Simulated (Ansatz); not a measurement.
The starting structures come from a database of crystals and need not be the phases stable at ambient conditions.

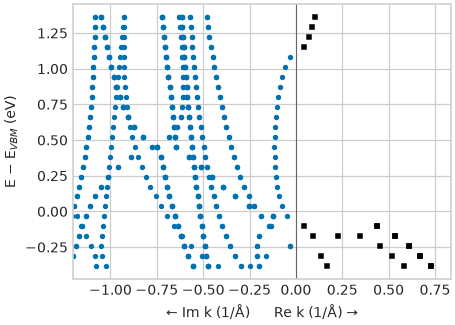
Complex bands at the centre of the two-dimensional zone; r2SCAN (Ansatz, an electronic-structure program)

The gap is the functional's own, uncorrected, and κ follows it; spin-orbit coupling is left out. Mid-gap values are interpolated between the computed energies.

Task: This is SnO2 (Pa-3, not sure to be the ambient phase, 12 atoms a cell, 11.6 Å³ an atom, -9 GPa at this level) along the normal of (111). Read off the slowest decay at the centre of the two-dimensional zone at 0.53 eV, the computed energy nearest the middle of the gap.

Result: κ ≈ 0.12 1/Å, a decay length 1/(2κ) of the density of 4.3 Å.
